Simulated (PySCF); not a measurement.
# HP, triplet, SMILES `[PH]`: electronic structure

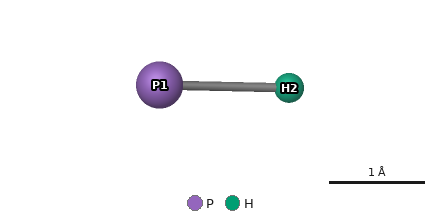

The molecule, with its atoms numbered as below. No frequency check shows the geometry to be a minimum.

Cartesian coordinates (Å):

```
P1       0.0874    0.0000    0.0000
H2      -1.3115    0.0000    0.0000
```

### 1. Bonding charge

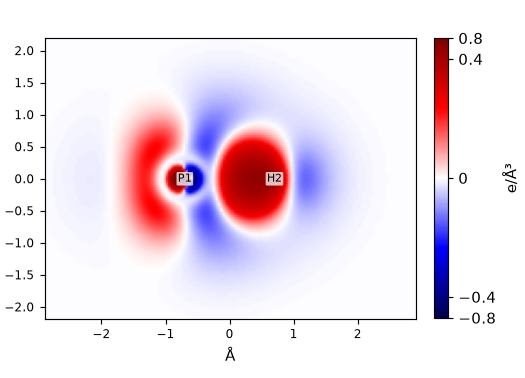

Deformation density (molecule less spherical, spin-averaged free atoms) in a plane that holds the bond; colour scale in e/Å³, logarithmic beyond ±0.1; red: gain, blue: loss.

Level of theory: HF/def2-SVPD (PySCF), at a geometry from GFN2-xTB. The stability of the open-shell solution wasn't checked. GFN2-xTB doesn't know the spin state, so this open-shell geometry is rough.

**How much density has each bond in this plane gained at its critical point, relative to the free atoms?**

P1–H2: +0.20 e/Å³ at the bond critical point (bond length 1.40 Å). In all, 0.4 electrons gather in the regions of gain relative to the promolecule.

**Where do the Hirshfeld charges lie?**

The highest Hirshfeld charge is on P1 (+0.03 e), the lowest on H2 (−0.03 e).

### 2. Local ionisation energy

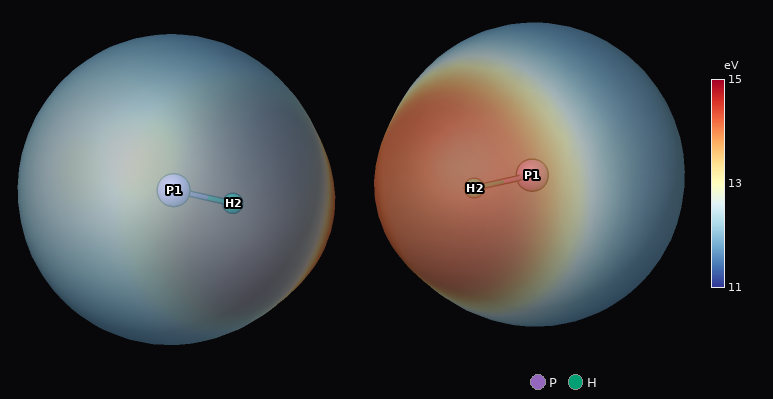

Average local ionisation energy on the surface of electron density 0.001 a.u. (back view left, front view right).

**Where are the most loosely bound electrons on this surface?**

The lowest value is 11.7 eV, 2.3 Å from P1, and at like points elsewhere. Further minima include 14.1 eV, 1.4 Å from H2. For comparison, the highest occupied orbital lies at −10.4 eV.

**What volume does the surface enclose, and what is the dipole moment?**

About 50 Å³; the dipole moment is 0.6 D.

### 3. Spin density

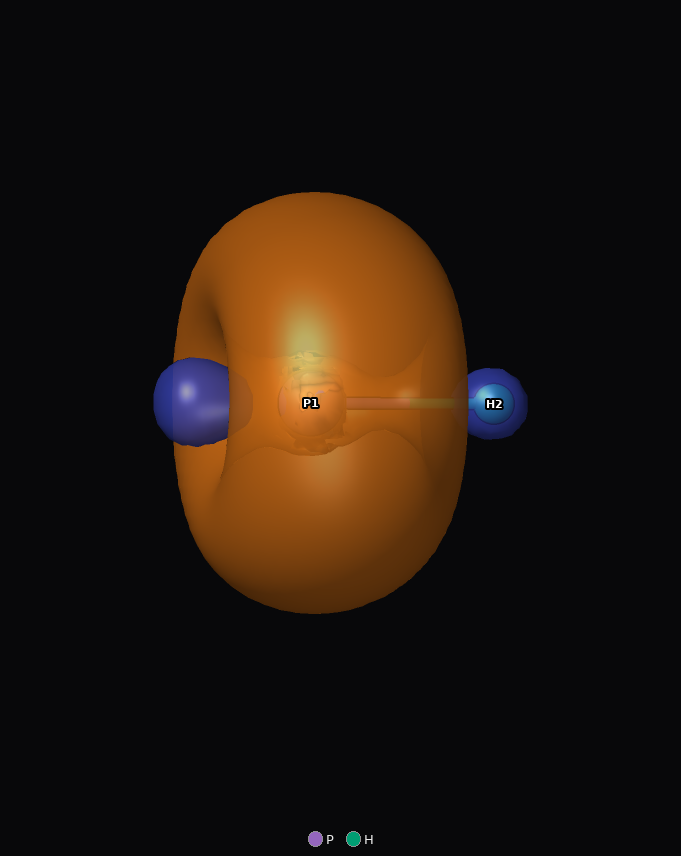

Spin density ρα − ρβ at ±0.05 e/Å³ (orange: excess α, blue: excess β).

**How is the spin shared among the atoms?**

Hirshfeld spin populations: P1 +1.93 and H2 +0.07. ⟨S²⟩ = 2.02, against 2.00 for a pure state. The picture also shows regions of β spin from spin polarisation; the Hirshfeld sums, whose atoms overlap, net them against the α spin of neighbours.

### 4. In an electric field

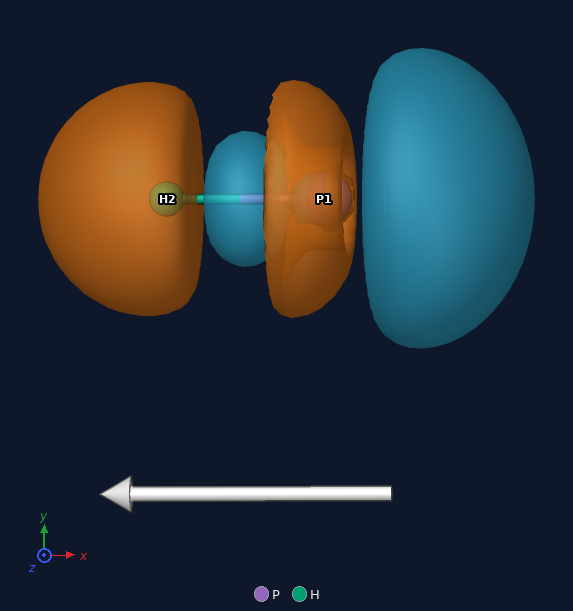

Change of the electron density in a uniform field of 0.10 V/Å along −x (arrow), surfaces at ±0.0006 e/Å³ (light blue: gain, orange: loss).

Level of theory: PBE0/def2-SVPD (PySCF), at a geometry from GFN2-xTB. The stability of the open-shell solution wasn't checked. GFN2-xTB doesn't know the spin state, so this open-shell geometry is rough.

**How large is the response?**

The induced dipole is 0.14 D (along the field); α along this axis, from the fields in both directions, is 28 bohr³ (4.1 Å³).

**Which atoms gain and lose the most charge?**

Electrons gather most on P1 (Hirshfeld charge changes by −0.006 e) and leave H2 most (+0.006 e); 0.013 electrons are displaced in all.

The PySCF runs shown took 3.9 s and 11 s on 1 thread of Intel(R) Xeon(R) Processor @ 2.50GHz (Skylake/Cascade Lake) (shared host).
